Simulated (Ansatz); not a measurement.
# CH₄FSSn radical: one molecule under many settings

Aim: run CH₄FSSn radical under a spread of inputs, and see what each costs and gives.

Computed with Ansatz 0.2.0, Gaussian basis. Level: the settings change from run to run.

## (1) The geometry

An earlier PBE0-D4 in a triple-zeta def2 set relaxation fixed the geometry. Sn takes a core potential in def2 sets; no spin-orbit term is included.

SMILES `C[S][SnH][F]`, 8 atoms, charge 0, spin multiplicity 2.

Atoms are counted from 1 here; the program's logs count them from 0.

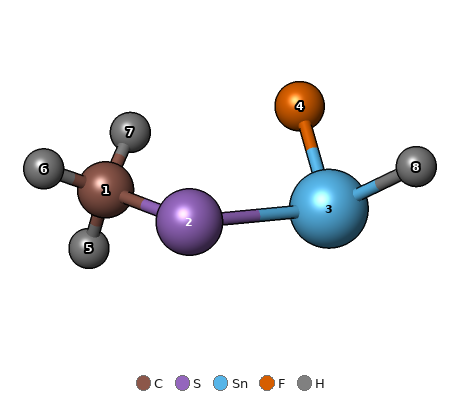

The geometry (carbon brown, sulfur purple, tin blue, fluorine orange, hydrogen grey); atoms are numbered from 1 in the order of the file.

## (2) SPW92/ANO-RCC-VTZP

Set apart from the defaults: coordinates scaled by 1.25, a grid of angular degree 11, relativity set to scalar.

in.yaml

```yaml
crystal:
  periodic: [false, false, false]
  atoms:
    - {symbol: C, position_ang: [-1.108719, 1.106990, 0.685131]}
    - {symbol: S, position_ang: [-1.416817, -0.892578, -0.347594]}
    - {symbol: Sn, position_ang: [1.289888, -1.236475, -1.611117]}
    - {symbol: F, position_ang: [2.737740, -0.204840, 0.042459]}
    - {symbol: H, position_ang: [-1.290172, 2.133889, -0.189888]}
    - {symbol: H, position_ang: [-2.058773, 1.182015, 1.658808]}
    - {symbol: H, position_ang: [0.125557, 1.181814, 1.253081]}
    - {symbol: H, position_ang: [1.836421, -3.342315, -1.560504]}
basis:
  gaussian: {orbitals: ANO-RCC-VTZP, final_grid: {core_spheres: 5, valence_spheres: 4, degree: 11}}
magnetization: {spin_polarized: true, initial_magnetization: 1}
hamiltonian: {xc: {name: SPW92}, pseudopotentials: {relativity: scalar}}
```

Launch:

```
$ ansatz run in.yaml --threads 4 --pin off --events-out ev --progress --plain --max-ram 10444MiB
```

The log of the run:

```text
Functional definition: SPW92
  name "SPW92"
  cite "Dirac, Proc. Camb. Phil. Soc. 26, 376 (1930) doi:10.1017/S0305004100016108"
  cite "Slater, Phys. Rev. 81, 385 (1951) doi:10.1103/PhysRev.81.385"
  cite "Perdew & Wang, Phys. Rev. B 45, 13244 (1992) doi:10.1103/PhysRevB.45.13244"
  exchange = slater_x
  correlation = pw_c
1638 factors; their error is unknown
mean field evaluation 1: about -182516.3349 eV, gradient 4.6e1 eV
mean field evaluation 2: about -182203.7224 eV, gradient 1.6e2 eV
mean field evaluation 4: about -182518.3015 eV, gradient 3.7e1 eV
mean field evaluation 8: about -182526.0425 eV, gradient 3.5e0 eV
mean field evaluation 16: about -182526.0613 eV, gradient 1.4e-1 eV
mean field evaluation 32: about -182517.6116 eV, gradient 3.3e1 eV
mean field -182526.06150541 eV, -6707.7090397158 hartree, gradient 2.4e-5 eV, S^2 0.756425; 6 other end points of the search recorded, 0 dependent functions left out
reference -182526.06159260 eV, -6707.7090429201 hartree; 43, 42 occupied and 175, 176 virtual orbitals, 1638 factors
Total energy: -182526.06159260 eV, -6707.7090429201 hartree
Relativity: scalar
```

Wall time 13 s (4 threads of Arm Neoverse N1, shared host); peak memory 0.63 GiB.

⟨S²⟩ 0.756.

## (3) BHLYP/def2-TZVPP

This run has D3(BJ) with three-body dispersion.

in.yaml

```yaml
crystal:
  periodic: [false, false, false]
  atoms:
    - {symbol: C, position_ang: [-0.886975, 0.885592, 0.548105]}
    - {symbol: S, position_ang: [-1.133453, -0.714063, -0.278075]}
    - {symbol: Sn, position_ang: [1.031910, -0.989180, -1.288894]}
    - {symbol: F, position_ang: [2.190192, -0.163872, 0.033967]}
    - {symbol: H, position_ang: [-1.032137, 1.707111, -0.151911]}
    - {symbol: H, position_ang: [-1.647018, 0.945612, 1.327047]}
    - {symbol: H, position_ang: [0.100446, 0.945452, 1.002465]}
    - {symbol: H, position_ang: [1.469136, -2.673852, -1.248403]}
basis:
  gaussian: {orbitals: def2-TZVPP}
magnetization: {spin_polarized: true, initial_magnetization: 1}
hamiltonian: {xc: {name: BHLYP}, dispersion: d3bjatm}
output: {forces: true}
```

Launched as before.

The log of the run (excerpt; [...] marks lines left out):

```text
Functional definition: BHLYP
  name "BHLYP"
  cite "Becke, J. Chem. Phys. 98, 1372 (1993) doi:10.1063/1.464304"
  cite "Becke, Phys. Rev. A 38, 3098 (1988) doi:10.1103/PhysRevA.38.3098"
  cite "Lee, Yang & Parr, Phys. Rev. B 37, 785 (1988) doi:10.1103/PhysRevB.37.785"
[...]
1451 factors; their error is unknown
[...]
mean field -20485.01201923 eV, -752.8103064669 hartree, gradient 2.4e-5 eV, S^2 0.760552; 0 other end points of the search recorded, 0 dependent functions left out
[...]
reference -20485.01219638 eV, -752.8103129768 hartree; 29, 28 occupied and 181, 182 virtual orbitals, 1451 factors
Total energy: -20485.31301204 eV, -752.8213677485 hartree
Atom 0 at    -0.886975     0.885592     0.548105 Å, force     0.001770     0.290256     0.182283 eV/Å
Atom 1 at    -1.133453    -0.714063    -0.278075 Å, force     0.059161     0.000106    -0.023447 eV/Å
Atom 2 at     1.031910    -0.989180    -1.288894 Å, force     0.135883    -0.046608     0.179705 eV/Å
Atom 3 at     2.190192    -0.163872     0.033967 Å, force    -0.158298    -0.104632    -0.164980 eV/Å
Atom 4 at    -1.032137     1.707111    -0.151911 Å, force     0.055905    -0.251935     0.220806 eV/Å
Atom 5 at    -1.647018     0.945612     1.327047 Å, force     0.239009    -0.002463    -0.235327 eV/Å
Atom 6 at     0.100446     0.945452     1.002465 Å, force    -0.315575    -0.016854    -0.148750 eV/Å
Atom 7 at     1.469136    -2.673852    -1.248403 Å, force    -0.017857     0.132129    -0.010289 eV/Å
Dipole moment:    -0.206500     0.068500    -0.314769 e Å
```

It took 10 s on 4 threads of Arm Neoverse N1, shared host; peak memory 0.73 GiB.

Largest force 0.349 eV/Å, dipole 1.84 D, ⟨S²⟩ 0.761.

## (4) r2SCANh/def2-SVPD

This run has restricted open-shell orbitals, atoms shaken by 0.03 Å.

in.yaml

```yaml
crystal:
  periodic: [false, false, false]
  atoms:
    - {symbol: C, position_ang: [-0.881258, 0.840527, 0.513236]}
    - {symbol: S, position_ang: [-1.175907, -0.670923, -0.270203]}
    - {symbol: Sn, position_ang: [1.003727, -1.069449, -1.272107]}
    - {symbol: F, position_ang: [2.196837, -0.131386, 0.027519]}
    - {symbol: H, position_ang: [-1.028692, 1.689029, -0.154336]}
    - {symbol: H, position_ang: [-1.598767, 0.937979, 1.325157]}
    - {symbol: H, position_ang: [0.111670, 0.943154, 0.946493]}
    - {symbol: H, position_ang: [1.489646, -2.678251, -1.268702]}
basis:
  gaussian: {orbitals: def2-SVPD}
magnetization: {spin_polarized: false, initial_magnetization: 1}
hamiltonian: {xc: {name: r2SCANh}}
output: {forces: true}
```

Same command.

The log of the run (excerpt; [...] marks lines left out):

```text
Functional definition: r2SCANh
  name "r2SCANh"
  cite "Bursch, Neugebauer, Ehlert & Grimme, J. Chem. Phys. 156, 134105 (2022) doi:10.1063/5.0086040"
  cite "Furness, Kaplan, Ning, Perdew & Sun, J. Phys. Chem. Lett. 11, 8208 (2020) doi:10.1021/acs.jpclett.0c02405"
  cite "Furness, Kaplan, Ning, Perdew & Sun, J. Phys. Chem. Lett. 11, 9248 (2020) doi:10.1021/acs.jpclett.0c03077"
  parent r2scan
[...]
1410 factors; integrals over basis functions are off by at most 1.1e-3 eV
[...]
mean field -20479.44687540 eV, -752.6057912031 hartree, gradient 1.2e-5 eV, S^2 0.750000; 1 other end points of the search recorded, 0 dependent functions left out
[...]
reference -20479.44690018 eV, -752.6057921139 hartree; 29, 28 occupied and 105, 106 virtual orbitals, 1410 factors
Total energy: -20479.44690018 eV, -752.6057921139 hartree
Atom 0 at    -0.881258     0.840527     0.513236 Å, force     0.346939     1.883647     0.791138 eV/Å
Atom 1 at    -1.175907    -0.670923    -0.270203 Å, force    -0.293083    -2.057289    -0.888940 eV/Å
Atom 2 at     1.003727    -1.069449    -1.272107 Å, force     0.106036     1.153746    -0.030479 eV/Å
Atom 3 at     2.196837    -0.131386     0.027519 Å, force    -0.293174    -0.290571    -0.228159 eV/Å
Atom 4 at    -1.028692     1.689029    -0.154336 Å, force    -0.113035     0.226712    -0.198822 eV/Å
Atom 5 at    -1.598767     0.937979     1.325157 Å, force    -0.252382     0.023701     0.255496 eV/Å
Atom 6 at     0.111670     0.943154     0.946493 Å, force     0.320995    -0.148715     0.132965 eV/Å
Atom 7 at     1.489646    -2.678251    -1.268702 Å, force     0.177703    -0.791231     0.166802 eV/Å
Dipole moment:    -0.221017    -0.031444    -0.276651 e Å
```

Run time: 14 s. Hardware: 4 threads of Arm Neoverse N1, shared host; peak memory 0.54 GiB.

Largest force 2.260 eV/Å, dipole 1.71 D.

## (5) B2GP-PLYP/STO-3G

in.yaml

```yaml
crystal:
  periodic: [false, false, false]
  atoms:
    - {symbol: C, position_ang: [-0.886975, 0.885592, 0.548105]}
    - {symbol: S, position_ang: [-1.133453, -0.714063, -0.278075]}
    - {symbol: Sn, position_ang: [1.031910, -0.989180, -1.288894]}
    - {symbol: F, position_ang: [2.190192, -0.163872, 0.033967]}
    - {symbol: H, position_ang: [-1.032137, 1.707111, -0.151911]}
    - {symbol: H, position_ang: [-1.647018, 0.945612, 1.327047]}
    - {symbol: H, position_ang: [0.100446, 0.945452, 1.002465]}
    - {symbol: H, position_ang: [1.469136, -2.673852, -1.248403]}
basis:
  gaussian: {orbitals: STO-3G}
magnetization: {spin_polarized: true, initial_magnetization: 1}
hamiltonian: {xc: {name: B2GP-PLYP}}
```

The command is unchanged.

The log of the run (excerpt; [...] marks lines left out):

```text
Functional definition: B2GP-PLYP
  name "B2GP-PLYP"
  cite "Karton, Tarnopolsky, Lamère, Schatz & Martin, J. Phys. Chem. A 112, 12868 (2008) doi:10.1021/jp801805p"
  cite "Becke, Phys. Rev. A 38, 3098 (1988) doi:10.1103/PhysRevA.38.3098"
  cite "Lee, Yang & Parr, Phys. Rev. B 37, 785 (1988) doi:10.1103/PhysRevB.37.785"
[...]
657 factors; integrals over basis functions are off by at most 3.2e-5 eV
[...]
mean field -176776.49396842 eV, -6496.4163299280 hartree, gradient 7.0e-6 eV, S^2 0.755637; 0 other end points of the search recorded, 0 dependent functions left out
25 core orbitals not correlated: weight in the atoms' cores, before any rotation towards them, 1.000 or more for the frozen orbitals, at most 0.000 for the correlated occupied ones
reference -176776.49405418 eV, -6496.4163330798 hartree; 18, 17 occupied and 7, 8 virtual orbitals, 657 factors
second order -4.08018272 eV of doubles, -0.00000000 eV of singles
Total energy: -176777.96291996 eV, -6496.4703129016 hartree
```

Run time: 2 s. Hardware: 4 threads of Arm Neoverse N1, shared host.

⟨S²⟩ 0.756.

## (6) PBEsol/def2-SVP

Set apart from the defaults: a point charge of 1.00 e beside it.

Edit in.yaml of step 5 so:

```diff
@@ -12,4 +12,4 @@
 basis:
-  gaussian: {orbitals: STO-3G}
+  gaussian: {orbitals: def2-SVP, point_charges: [{charge: 1.00, position_ang: [7.066, -0.771, -0.645]}]}
 magnetization: {spin_polarized: true, initial_magnetization: 1}
-hamiltonian: {xc: {name: B2GP-PLYP}}
+hamiltonian: {xc: {name: PBEsol}}
```

The command is unchanged.

The log of the run:

```text
Functional definition: PBEsol
  name "PBEsol"
  cite "Perdew et al., Phys. Rev. Lett. 100, 136406 (2008) doi:10.1103/PhysRevLett.100.136406"
  cite "Perdew, Burke & Ernzerhof, Phys. Rev. Lett. 77, 3865 (1996) doi:10.1103/PhysRevLett.77.3865"
  parent pbesol
  exchange = pbesol_x
  correlation = pbesol_c
1034 factors; their error is unknown
mean field evaluation 1: about -20427.5904 eV, gradient 4.1e1 eV
mean field evaluation 2: about -20362.6218 eV, gradient 1.3e2 eV
mean field evaluation 4: about -20434.0568 eV, gradient 1.1e1 eV
mean field evaluation 8: about -20434.7864 eV, gradient 1.0e-1 eV
mean field evaluation 16: about -20434.7441 eV, gradient 3.6e-4 eV
mean field -20434.74407954 eV, -750.9629937562 hartree, gradient 2.0e-5 eV, S^2 0.752118; 1 other end points of the search recorded, 0 dependent functions left out
reference -20434.74411762 eV, -750.9629951555 hartree; 29, 28 occupied and 63, 64 virtual orbitals, 1034 factors
Total energy: -20434.74411762 eV, -750.9629951555 hartree
```

Wall time 2.4 s (4 threads of Arm Neoverse N1, shared host).

⟨S²⟩ 0.752.

## (7) rPW86-PBE/ANO-RCC-VTZP

Edit in.yaml of step 6 so:

```diff
@@ -12,4 +12,4 @@
 basis:
-  gaussian: {orbitals: def2-SVP, point_charges: [{charge: 1.00, position_ang: [7.066, -0.771, -0.645]}]}
+  gaussian: {orbitals: ANO-RCC-VTZP}
 magnetization: {spin_polarized: true, initial_magnetization: 1}
-hamiltonian: {xc: {name: PBEsol}}
+hamiltonian: {xc: {name: rPW86-PBE}}
```

Launched as before.

The log of the run:

```text
Functional definition: rPW86-PBE
  name "rPW86-PBE"
  cite "Murray, Lee & Langreth, J. Chem. Theory Comput. 5, 2754 (2009) doi:10.1021/ct900365q"
  cite "Perdew, Burke & Ernzerhof, Phys. Rev. Lett. 77, 3865 (1996) doi:10.1103/PhysRevLett.77.3865"
  parent pbe
  exchange = rpw86_x
  correlation = pbe_c
1638 factors; their error is unknown
mean field evaluation 1: about -182809.0870 eV, gradient 5.2e1 eV
mean field evaluation 2: about -182726.0106 eV, gradient 1.5e2 eV
mean field evaluation 4: about -182818.9846 eV, gradient 1.4e1 eV
mean field evaluation 8: about -182820.0767 eV, gradient 3.1e-1 eV
mean field evaluation 16: about -182820.0181 eV, gradient 1.1e-3 eV
mean field -182820.01806383 eV, -6718.5117439867 hartree, gradient 6.9e-5 eV, S^2 0.752711; 1 other end points of the search recorded, 0 dependent functions left out
reference -182820.01824194 eV, -6718.5117505323 hartree; 43, 42 occupied and 175, 176 virtual orbitals, 1638 factors
Total energy: -182820.01824194 eV, -6718.5117505323 hartree
Relativity: scalar
```

Wall time 34 s (4 threads of Arm Neoverse N1, shared host); peak memory 0.63 GiB.

⟨S²⟩ 0.753.

## (8) LC-wPBE/def2-TZVPP

This run has relativity set to scalar.

Edit in.yaml of step 7 so:

```diff
@@ -12,4 +12,4 @@
 basis:
-  gaussian: {orbitals: ANO-RCC-VTZP}
+  gaussian: {orbitals: def2-TZVPP}
 magnetization: {spin_polarized: true, initial_magnetization: 1}
-hamiltonian: {xc: {name: rPW86-PBE}}
+hamiltonian: {xc: {name: LC-wPBE}, pseudopotentials: {relativity: scalar}}
```

Same command.

The log of the run (excerpt; [...] marks lines left out):

```text
Functional definition: LC-wPBE
  name "LC-wPBE"
  cite "Vydrov & Scuseria, J. Chem. Phys. 125, 234109 (2006) doi:10.1063/1.2409292"
  cite "Heyd & Scuseria, J. Chem. Phys. 120, 7274 (2004) doi:10.1063/1.1668634"
  cite "Ernzerhof & Perdew, J. Chem. Phys. 109, 3313 (1998) doi:10.1063/1.476928"
  cite "Perdew, Burke & Ernzerhof, Phys. Rev. Lett. 77, 3865 (1996) doi:10.1103/PhysRevLett.77.3865"
  parent pbe
[...]
1244 factors; their error is unknown
382 factors; integrals over basis functions are off by at most 2.6e-5 eV
[...]
mean field -20513.29992461 eV, -753.8498678154 hartree, gradient 8.2e-5 eV, S^2 0.761079; 0 other end points of the search recorded, 0 dependent functions left out
reference -20513.29992462 eV, -753.8498678156 hartree; 29, 28 occupied and 181, 182 virtual orbitals, 1244 factors
Total energy: -20513.29992462 eV, -753.8498678156 hartree
Relativity: scalar
```

Wall time 7.5 s (4 threads of Arm Neoverse N1, shared host); peak memory 0.44 GiB.

⟨S²⟩ 0.761.

## (9) rPW86-PBE/STO-3G

This run has charge +1, multiplicity 1, a point charge of 1.00 e beside it, D3(BJ) dispersion, the search for lower states set to full.

Edit in.yaml of step 8 so:

```diff
@@ -12,4 +12,5 @@
 basis:
-  gaussian: {orbitals: def2-TZVPP}
-magnetization: {spin_polarized: true, initial_magnetization: 1}
-hamiltonian: {xc: {name: LC-wPBE}, pseudopotentials: {relativity: scalar}}
+  gaussian: {orbitals: STO-3G, point_charges: [{charge: 1.00, position_ang: [4.846, -0.501, -0.644]}]}
+total_charge: 1
+hamiltonian: {xc: {name: rPW86-PBE}, dispersion: d3bj}
+scf: {lower_state_search: full}
```

Launched as before.

The log of the run:

```text
Functional definition: rPW86-PBE
  name "rPW86-PBE"
  cite "Murray, Lee & Langreth, J. Chem. Theory Comput. 5, 2754 (2009) doi:10.1021/ct900365q"
  cite "Perdew, Burke & Ernzerhof, Phys. Rev. Lett. 77, 3865 (1996) doi:10.1103/PhysRevLett.77.3865"
  parent pbe
  exchange = rpw86_x
  correlation = pbe_c
657 factors; integrals over basis functions are off by at most 3.2e-5 eV
mean field evaluation 1: about -176839.0201 eV, gradient 3.0e1 eV
mean field evaluation 2: about -176838.9467 eV, gradient 3.0e1 eV
mean field evaluation 4: about -176828.0858 eV, gradient 4.6e1 eV
mean field evaluation 8: about -176844.7143 eV, gradient 4.8e-1 eV
mean field evaluation 16: about -176842.0789 eV, gradient 5.3e0 eV
mean field -176844.71497843 eV, -6498.9234058041 hartree, gradient 1.6e-5 eV, S^2 0.000000; 2 other end points of the search recorded, 0 dependent functions left out
reference -176844.71504825 eV, -6498.9234083700 hartree; 42, 42 occupied and 8, 8 virtual orbitals, 657 factors
Total energy: -176844.90062495 eV, -6498.9302281882 hartree
```

Run time: 2.8 s. Hardware: 4 threads of Arm Neoverse N1, shared host.

## (10) r2SCANh/ANO-RCC-VTZP

Options: multiplicity 4, restricted open-shell orbitals, atoms shaken by 0.15 Å, D3(BJ) dispersion, the search for lower states set to off.

in.yaml

```yaml
crystal:
  periodic: [false, false, false]
  atoms:
    - {symbol: C, position_ang: [-0.647920, 0.786252, 0.420915]}
    - {symbol: S, position_ang: [-0.886224, -0.535771, -0.228487]}
    - {symbol: Sn, position_ang: [1.120437, -0.893918, -1.260504]}
    - {symbol: F, position_ang: [2.082392, -0.283713, 0.095764]}
    - {symbol: H, position_ang: [-0.775874, 1.688484, -0.130689]}
    - {symbol: H, position_ang: [-1.653358, 1.110199, 1.139024]}
    - {symbol: H, position_ang: [0.347751, 0.730839, 1.010714]}
    - {symbol: H, position_ang: [1.636369, -2.429086, -1.038039]}
basis:
  gaussian: {orbitals: ANO-RCC-VTZP}
magnetization: {spin_polarized: false, initial_magnetization: 3}
hamiltonian: {xc: {name: r2SCANh}, dispersion: d3bj}
scf: {lower_state_search: off}
```

Same command.

The log of the run (excerpt; [...] marks lines left out):

```text
Warning: the engine holds no damping parameters fitted to this dispersion correction and functional, so the run takes those fitted to r2scanh beside the three-body term, which d3bj leaves out (hamiltonian.dispersion, under Limitations)
Functional definition: r2SCANh
  name "r2SCANh"
  cite "Bursch, Neugebauer, Ehlert & Grimme, J. Chem. Phys. 156, 134105 (2022) doi:10.1063/5.0086040"
  cite "Furness, Kaplan, Ning, Perdew & Sun, J. Phys. Chem. Lett. 11, 8208 (2020) doi:10.1021/acs.jpclett.0c02405"
  cite "Furness, Kaplan, Ning, Perdew & Sun, J. Phys. Chem. Lett. 11, 9248 (2020) doi:10.1021/acs.jpclett.0c03077"
  parent r2scan
[...]
1680 factors; their error is unknown
[...]
mean field -182750.86080953 eV, -6715.9702617677 hartree, gradient 2.0e-6 eV, S^2 3.750000; 0 other end points of the search recorded, 0 dependent functions left out
reference -182750.86085186 eV, -6715.9702633233 hartree; 44, 41 occupied and 174, 177 virtual orbitals, 1680 factors
Total energy: -182750.91644143 eV, -6715.9723062024 hartree
Relativity: scalar
Checks for a lower state left out: stability, starts, cluster_reference, orbital_swaps, neighbouring_geometries, increment
```

Run time: 21 s. Hardware: 4 threads of Arm Neoverse N1, shared host; peak memory 0.91 GiB.

## (11) All runs side by side

| level | charge | multiplicity | geometry | functions | energy (eV) | time |
| --- | --- | --- | --- | --- | --- | --- |
| SPW92/ANO-RCC-VTZP | 0 | 2 | scaled | 218 | -182526.062 | 13 s |
| BHLYP/def2-TZVPP | 0 | 2 | relaxed | 210 | -20485.313 | 10 s |
| r2SCANh/def2-SVPD | 0 | 2 | shaken | 134 | -20479.447 | 14 s |
| B2GP-PLYP/STO-3G | 0 | 2 | relaxed | 50 | -176777.963 | 2 s |
| PBEsol/def2-SVP | 0 | 2 | relaxed, point charge | 92 | -20434.744 | 2.4 s |
| rPW86-PBE/ANO-RCC-VTZP | 0 | 2 | relaxed | 218 | -182820.018 | 34 s |
| LC-wPBE/def2-TZVPP | 0 | 2 | relaxed | 210 | -20513.300 | 7.5 s |
| rPW86-PBE/STO-3G | 1 | 1 | relaxed, point charge | 50 | -176844.901 | 2.8 s |
| r2SCANh/ANO-RCC-VTZP | 0 | 4 | shaken | 218 | -182750.916 | 21 s |

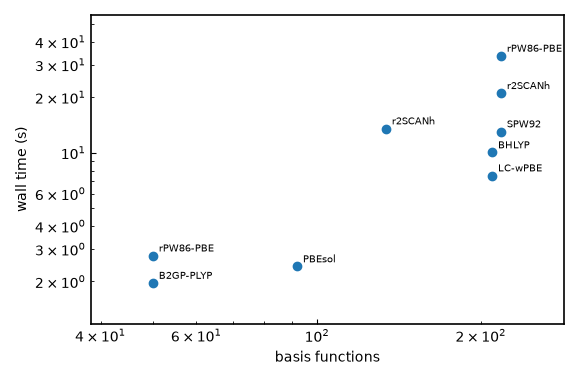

Wall time against the number of basis functions (shared host).

## (12) Results

```
                                         quantity                         value
                                             runs                             9
                                         quickest         B2GP-PLYP/STO-3G, 2 s
                                          slowest  rPW86-PBE/ANO-RCC-VTZP, 34 s
spread of total energies, same state and geometry                   162334.7 eV
```

What this shows: Run time spans a factor of 17, from B2GP-PLYP/STO-3G to rPW86-PBE/ANO-RCC-VTZP. The jobs differ in tasks and options as well as level. Total energies at one charge and spin differ by 162335 eV between levels, so only differences within one level mean anything. Some of these runs are scalar-relativistic and others not, which shifts the totals of all-electron atoms past neon by several eV an atom and more; core potentials, where a basis has them, take the core out of the total altogether. At the PBE0-D4/def2-TZVP geometry and in the same state, the sound runs without point charges leave forces up to 0.35 eV/Å (BHLYP/def2-TZVPP), against 2.3 eV/Å where the atoms were moved.
